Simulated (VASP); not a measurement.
Band structure of SiC (wurtzite). All values below come from optB86b-vdW, VASP's PBE PAW potentials (set 64) (plane waves; VASP).

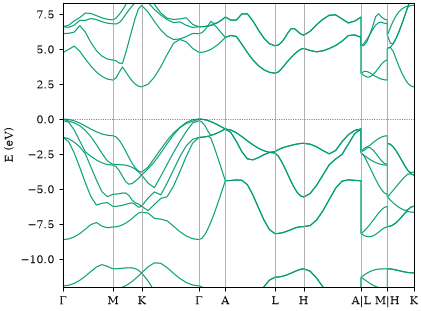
Fig. 1. Bands along high-symmetry lines, zero at the valence-band maximum or, without a gap, the Fermi level

### Question
Read the plot: is there a gap, and where are the band edges?

### Answer
The gap is indirect, 2.30 eV, from the valence maximum at Γ to the conduction minimum at K. (Edges off the drawn lines would not show.)

Measured: gap 3.33 eV (computed value off by -1.03 eV), as given by Daiki Deguchi et al., Japanese Journal of Applied Physics (2016), arXiv:1512.06930.

The compound is SiC in the wurtzite structure, the rare 2H polytype. It was relaxed first.
